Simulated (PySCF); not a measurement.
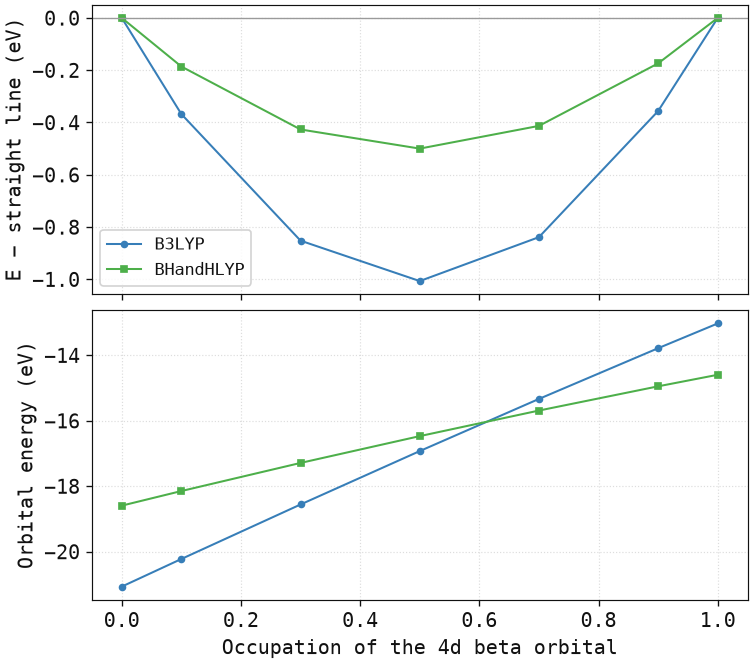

One 4d beta orbital of Ru⁺ ([Kr] 4d⁷) is emptied in steps. The plot gives the energy less the straight line between the integer ends; the lower panel gives the orbital energy. PySCF, aug-cc-pVTZ-PP with a 28-electron core potential, unrestricted single determinants, no spin-orbit coupling.

### What do the curves say about each method?

B3LYP: convex (delocalisation error), largest departure −1.0 eV, removal energy 16.97 eV, orbital energy from −13.0 eV when full to −21.1 eV when empty; BHandHLYP: convex (delocalisation error), largest departure −0.50 eV, removal energy 16.51 eV, orbital energy from −14.6 eV when full to −18.6 eV when empty. The NIST semi-empirical removal energy is 16.76 eV. The exact energy is a straight line between whole electron numbers.
